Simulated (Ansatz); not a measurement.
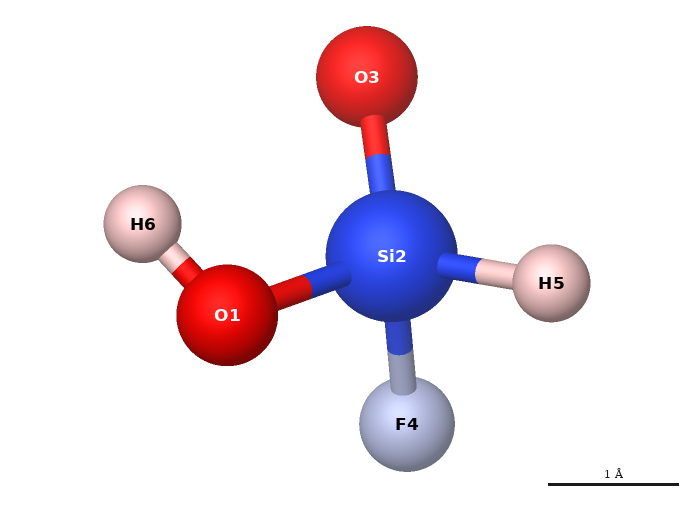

Orthographic view with a scale bar. State: charge −1, singlet. The geometry was computed by an optimisation with PBE0-D4/def2-TZVPD. No frequency run is at hand to confirm it as a minimum.

Reconstruct the coordinates (Å) as seen: x to the right, y up, z towards the viewer, origin at the mean of the atomic positions.

```xyz
6
FH2O2Si
O   -0.93  -0.40   0.82
Si   0.34   0.06  -0.19
O    0.15   1.44  -0.87
F    0.46  -1.24  -1.19
H    1.57  -0.15   0.65
H   -1.58   0.30   0.78
```
